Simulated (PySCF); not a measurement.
SMILES c1(-c2cscc2)ccsc1, singlet, GFN2-xTB optimised geometry. Atoms within 1.6 Å of the plane z = 0.0 Å (x, y, z in Å): C1 (2.36, -1.88, 0.26), C2 (1.82, -0.64, 0.33), C3 (0.44, -0.61, 0.00), C4 (-0.38, 0.59, 0.00), C5 (-1.81, 0.59, 0.00), C6 (-2.33, 1.84, 0.00), S7 (-1.12, 3.06, 0.00), C8 (0.11, 1.86, 0.00), C9 (-0.02, -1.86, -0.32), S10 (1.20, -3.06, -0.22), H11 (3.37, -2.18, 0.46), H12 (2.38, 0.23, 0.63), H13 (-2.40, -0.30, 0.01), H14 (-3.37, 2.12, 0.01), H15 (1.14, 2.18, -0.01), H16 (-1.01, -2.15, -0.62).

Method: B3LYP/def2-TZVP in PySCF 2.14.0. Cells within 0.4 Å of a nucleus heavier than hydrogen are left out (blank, or x).

Map of the deformation density (molecule minus spherical neutral atoms) (e/bohr³) on the plane z = 0.0 Å:

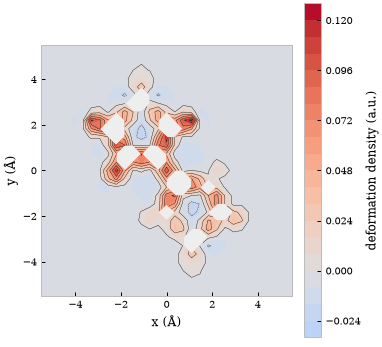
Figure. Deformation density (molecule minus spherical neutral atoms) (e/bohr³) on the plane z = 0.0 Å.
